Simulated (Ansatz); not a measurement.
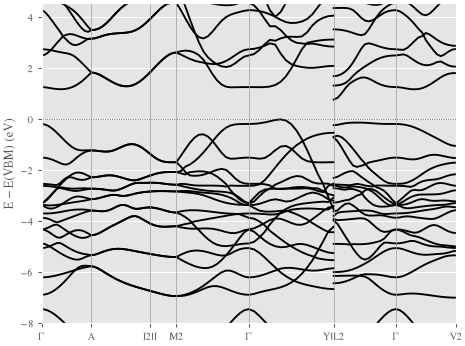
Fig. 1. Band structure from DFT-r²SCAN in the program Ansatz with PAW potentials

The gap is 0.55 eV; an edge lies off the plotted path or next to a special point (maximum off the standard path, minimum off the standard path).

Task: Pick the material that matches.
A) P2Pd, C2/c (P on 8f, Pd on 4c)
B) NdO2, C2/m (Nd on 4i, O on 4i, O on 4i)
C) Ge2Sb2Te5, Cm (Pearson symbol mS18)

Result: A, P2Pd, C2/c (P on 8f, Pd on 4c)

The workflow started from a Materials Project entry (that database holds measured and hypothetical structures alike); the Crystallography Open Database copy checked does not list it. Whether it is the stable phase at ambient conditions was not checked. The r²SCAN relaxation kept the symmetry of its start; its stability against distortions is not shown here. No spin polarisation was allowed. Spin–orbit coupling is left out wherever it is not named.

Potentials: the later of the program's two PAW sets.
